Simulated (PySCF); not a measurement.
```csv
atom,x (Å),y (Å),z (Å)
Tl,0.0000,0.0000,-0.0131
H,0.0000,0.0000,2.6659
```

Core potentials replace the inner electrons of Tl.

Computed with PBE0/def2-SVPD, non-relativistic Hamiltonian with scalar-relativistic core potentials where named, at a bond length of 2.679 Å in PySCF.

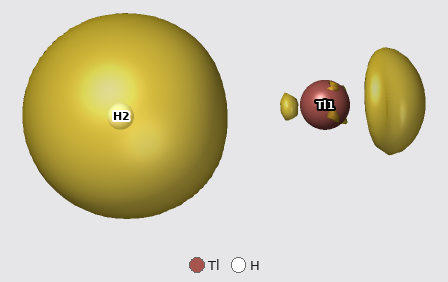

TlH (charge +1, doublet). Isosurface of the spin density at +0.015 e/Å³ (yellow), seen from one side.

**Describe the spin distribution.**

The unpaired spin (1 electron) lies mostly on H2 (about 0.8) and Tl1 (about 0.2), in electrons by Hirshfeld's partition.
